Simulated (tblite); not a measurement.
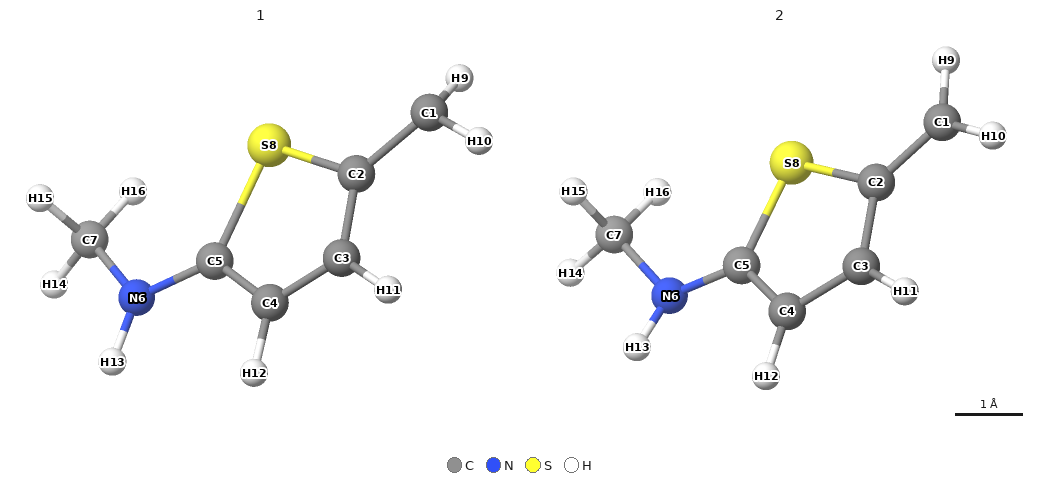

Two geometries of C6H8NS (multiplicity 2), drawn at one scale. One is the start of a relaxation, the other its converged end. The picture is a ball-and-stick view, seen at a tilt.

Method: tblite, GFN2-xTB geometry optimisation, gas phase. 

**Which geometry has the lower energy?**

Structure 2 is the relaxed one. Over 69 geometry steps the energy falls by 33.3 kcal/mol. The largest move after the best rigid fit is that of H9, 0.57 Å. Largest moves by element: H 0.57 Å, S 0.30 Å, C 0.28 Å, N 0.25 Å. Some distances before and after: C5–S8 1.927 → 1.742 Å, C1–C2 1.474 → 1.354 Å, C5–N6 1.425 → 1.368 Å, C2–C3 1.356 → 1.411 Å. Among the angles between lasting bonds that change: C5–N6–H13 123.4° → 114.1°, C2–C1–H9 112.6° → 121.7°, C4–C5–S8 103.5° → 111.5°.
